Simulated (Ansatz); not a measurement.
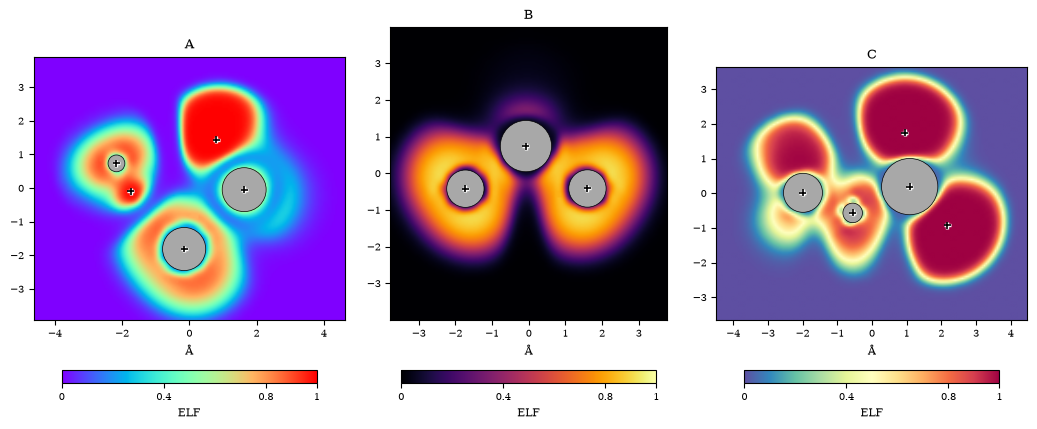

The ELF of 3 systems, each on a plane through atoms (crosses mark nuclei in the plane; grey discs cover the cores).

Method: Ansatz, RKS PBE0-D4/def2-TZVPP.

System 1: Cl₃HSi···H₂O, the plane of atoms Cl2, Si1 and Cl4. The reactant side of a reaction path; geometry: PBE0-D4/def2-TZVP.

```yaml
atoms:
  - { symbol: Si, position_ang: [0.1279, 0.5305, -1.2775] }
  - { symbol: Cl, position_ang: [1.8401, 1.1798, -0.4266] }
  - { symbol: Cl, position_ang: [0.0572, -1.5050, -1.2586] }
  - { symbol: Cl, position_ang: [-1.4838, 1.2605, -0.2686] }
  - { symbol: H, position_ang: [0.0547, 0.9885, -2.6712] }
  - { symbol: H, position_ang: [0.0126, -1.4889, 1.6179] }
  - { symbol: O, position_ang: [0.0953, -0.7393, 2.2124] }
  - { symbol: H, position_ang: [-0.7040, -0.2260, 2.0722] }
```

System 2: AlH₄OS (charge +1), the plane of atoms O2, Al1 and H4. Geometry: PBE0-D4/def2-TZVP.

```yaml
atoms:
  - { symbol: Al, position_ang: [-1.0437, 0.5809, -0.2390] }
  - { symbol: O, position_ang: [0.2922, -0.5382, 0.2506] }
  - { symbol: S, position_ang: [1.5770, -0.3498, 1.0877] }
  - { symbol: H, position_ang: [-2.0817, -0.1964, -1.0991] }
  - { symbol: H, position_ang: [-0.7756, 2.0088, 0.3396] }
  - { symbol: H, position_ang: [1.5274, -1.4177, 1.9314] }
  - { symbol: H, position_ang: [2.5153, -0.9580, 0.3103] }
```

System 3: BrH₃Sn···HF, the plane of atoms H3, Sn1 and Br7. The product side of a reaction path; geometry: PBE0-D4/def2-TZVP; core potentials replace the inner electrons of Sn.

```xyz
7

Sn   -1.0822   -0.2887    0.2272
F     2.6701   -0.1302   -0.7386
H    -0.0322   -1.4916   -0.3377
H    -2.3579    0.0643   -0.8364
H    -1.6056   -0.5285    1.8246
H     2.1197    0.5620   -0.4463
Br    0.2882    1.8128    0.3072
```

> Match each panel to its system.

Panel A is system 3, BrH₃Sn···HF: the plane holds Sn, F, H and Br. Br7···H6 (2.34 Å): the ELF dips to about 0.15 between them. Panel B is system 1, Cl₃HSi···H₂O: the plane holds Si and Cl. Si–Cl (2.02 Å): the ELF peaks at about 0.85 between the atoms (a shared but strongly polarised pair). Panel C is system 2, AlH₄OS: the plane holds Al, O, S and H. S–O (1.54 Å): the ELF peaks at about 0.80 between the atoms; a short, strongly polar bond.
